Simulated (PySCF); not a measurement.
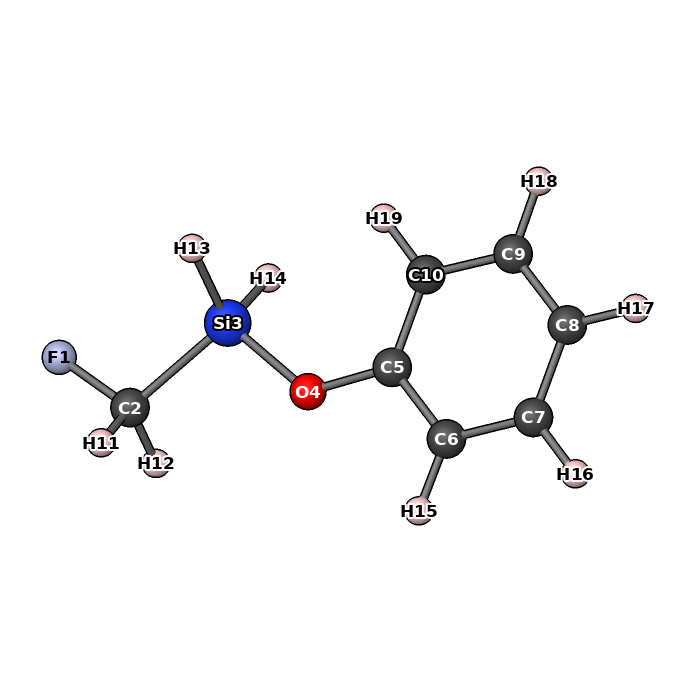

The questions are on isotropic NMR shieldings of the C atoms. The computed structure is the end point of a PBE0-D3(BJ)/def2-SVP optimisation. No frequency run is at hand to confirm it as a minimum. Level of theory: GIAO PBE0/pcSseg-1 NMR shielding, non-relativistic, IEF-PCM benzene (PySCF 2.14.0).

List the isotropic NMR shieldings of the C atoms.

```
atom  σ (ppm)
  C2    111.2
  C5     22.6
  C6     60.2
  C7     48.5
  C8     58.0
  C9     48.8
 C10     65.1
```
